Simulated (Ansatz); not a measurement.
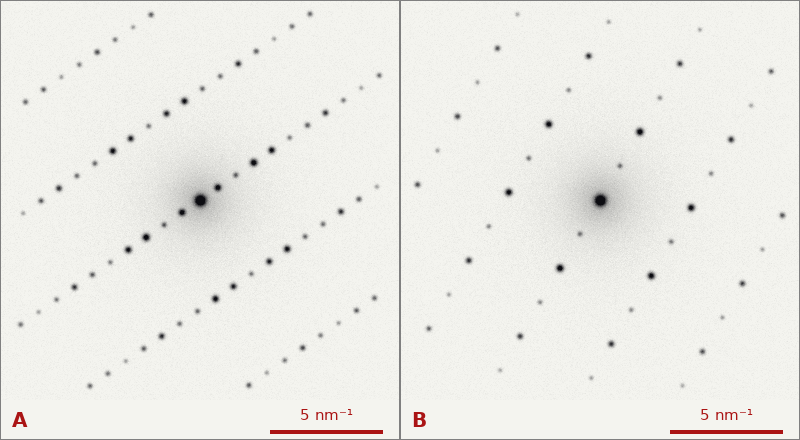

Kinematic electron diffraction patterns (120 kV, B = 0.5 Å², same scale, each along a low-index zone) of two structures of composition KRu, each relaxed at zero pressure with DFT PBE, scalar-relativistic, plane waves, PAW (Ansatz).

The structures (standard cells):
1. P4/mmm (No. 123), a = 2.691 Å, c = 5.627 Å, 2 atoms; generated start, possibly hypothetical
2. P4/nmm (No. 129), a = 3.491 Å, c = 10.180 Å, 4 atoms; generated start, possibly hypothetical

Q: Which pattern belongs to which structure, and along which zone?

A: A is structure 2 along [110] or an equivalent direction: rectangular net of 0 0 1 at d = 10.18 Å and 1 -1 0 at d = 2.47 Å, 90.0° apart. B is structure 1 along [100] or an equivalent direction: rectangular net of 0 0 1 at d = 5.63 Å and 0 1 0 at d = 2.69 Å, 90.0° apart.

Q: Rank the structures by their computed energy.

A: Structure 2 (P4/nmm, 31.02 Å³ an atom) is the lowest of these; structure 1 (P4/mmm, 20.38 Å³ an atom) lies about 530 meV an atom higher. These are static energies at 0 K; other structures, not shown, may lie lower still.
